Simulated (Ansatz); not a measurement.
Fields on a plane of RuP2 (space group Pnnm)

```
CELL_PARAMETERS angstrom
      5.07684     0.00000     0.00000
      0.00000     5.83876     0.00000
      0.00000     0.00000     2.85013
ATOMIC_POSITIONS crystal
  P  0.33727 0.87187 0.50000
  P  0.66273 0.12813 0.50000
  P  0.83727 0.62813 0.00000
  P  0.16273 0.37187 0.00000
  Ru 0.50000 0.50000 0.50000
  Ru 0.00000 0.00000 0.00000
```

The slice is a (100) plane (indices of the conventional cell) through the point (0.337, 0.872, 0.500) (fractional), spanned by u = [001] and v = [010] in vectors of this cell: u (2.85 Å) and v (5.84 Å, at 90° to u). It covers one period; positions are fractions (u, v).

Atoms on it: P at (0.00, 0.00). Other atoms lie within 1 Å of the plane.

Method: LDA (plane waves to 420 eV, PAW, scalar-relativistic; Ansatz, an electronic-structure program). k mesh 7×6×12. These are valence fields of a PAW run, semicore shells included where kept as valence: close to a nucleus they are smooth pseudo fields. RuP2 is run without spin polarisation. RuP2 was relaxed with its symmetry unable to fall.

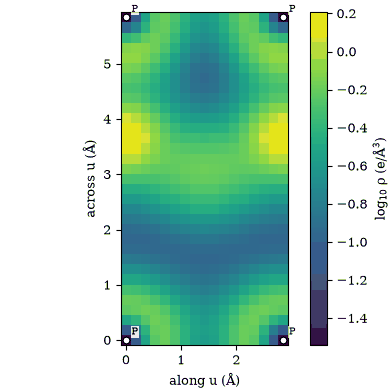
Fig. 1. Log₁₀ of the valence density in e/Å³, one period of the plane, atoms marked. The scale is logarithmic, as a density can span decades between atoms and voids.

```
v \ u  0.00  0.12  0.25  0.38  0.50  0.62  0.75  0.88
-----  ----  ----  ----  ----  ----  ----  ----  ----
0.88      x     x   5.2  10.9  12.6  10.9   5.2     x
0.75   <5.0   6.6  10.1  12.3  13.1  12.3  10.1   6.6
0.62      x     x  <5.0   7.1   7.7   7.1  <5.0     x
0.50    5.3   6.1   5.5  <5.0     x  <5.0   5.5   6.1
0.38   12.9  12.6  11.4   9.3   8.2   9.3  11.4  12.6
0.25   12.0  12.3  12.8  13.2  13.3  13.2  12.8  12.3
0.12      x     x  <5.0  10.6  12.2  10.6  <5.0     x
0.00      x     x     x   6.0  10.4   6.0     x     x
```

Values: electrostatic potential energy of an electron, from the cell's mean, in eV. Points within 0.9 Å of a nucleus are blanked (x), as the pseudised field means little there. Values under 5 eV are set to 5. The zero, the cell's mean, hangs on the PAW cores.
